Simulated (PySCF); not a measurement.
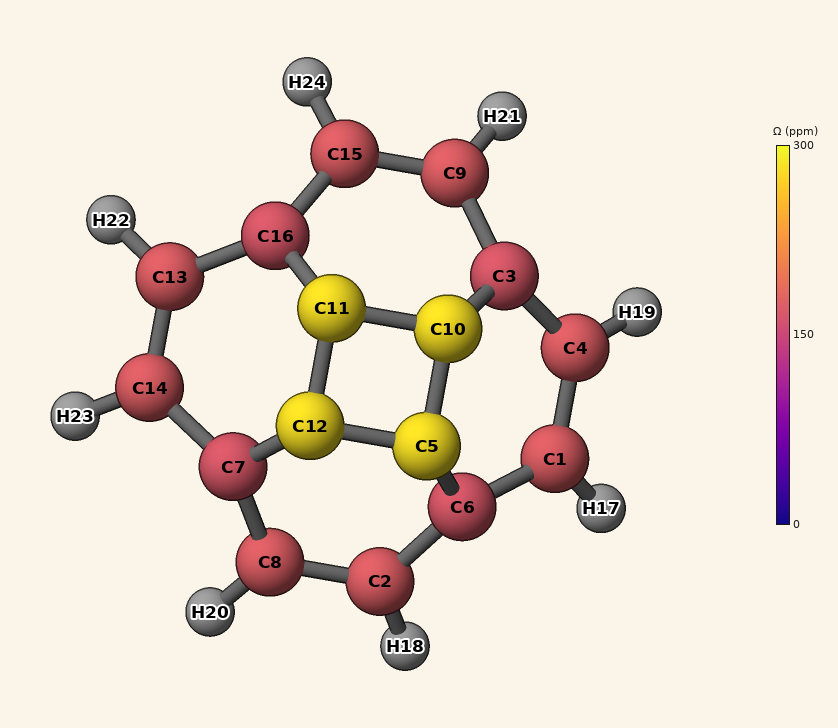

The C atoms are coloured by the span of their shielding tensor. The geometry was computed by an optimisation with GFN2-xTB. No frequency run is at hand to confirm it as a minimum. Properties computed with GIAO KT3/pcSseg-1 NMR shielding, non-relativistic, gas phase (PySCF 2.14.0). Principal shieldings σ11 ≤ σ22 ≤ σ33, span Ω = σ33 − σ11, skew κ = 3(σiso − σ22)/Ω.

Which C atom has the most anisotropic shielding?

Answer. C5, C10, C11, C12, with a span of 283 ppm.

Give the shielding tensors of the C atoms.

```
         atom    σ11   σ22    σ33  σiso      Ω     κ
  C1, C2, C4…  −26.0  46.9  149.0  56.6  175.0  0.17
  C3, C6, C7…   −6.1  16.0  163.1  57.7  169.2  0.74
C5, C10, C11…  −81.2  25.0  201.3  48.4  282.5  0.25
```

Shieldings and span in ppm.
